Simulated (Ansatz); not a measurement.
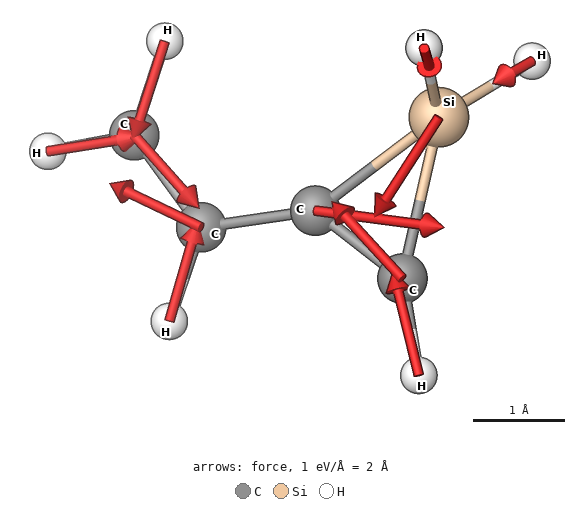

Starting geometry of C₄H₆Si with the computed forces as red arrows. Style: ball-and-stick. Shown at a tilt.

The start comes from PBE-D4/def2-SVP.

Level of theory: Ansatz, RKS PBE0-D4/def2-TZVP. (force threshold 0.005 eV/Å; at most 150 steps)

**Is this structure relaxed? If not, where do the atoms go?**

It isn't relaxed: the largest force vector, on a C atom, is 0.83 eV/Å. The final displacements follow the starting forces only in part (cosine between the two patterns 0.65). The largest move after the best rigid fit is that of an H atom, 0.057 Å. By element the largest moves are H 0.057 Å, C 0.027 Å, Si 0.020 Å. Some distances before and after: C–Si 1.847 → 1.815 Å, C–Si 1.835 → 1.805 Å, C–C 1.352 → 1.331 Å, C–H 1.102 → 1.083 Å. Over 5 geometry steps the energy falls by 1.58 kcal/mol. Largest force component: 0.74 eV/Å at the start, 0.0045 eV/Å at the end. Cost: 18 s on 4 threads of Arm Neoverse V2, with other jobs on the host.
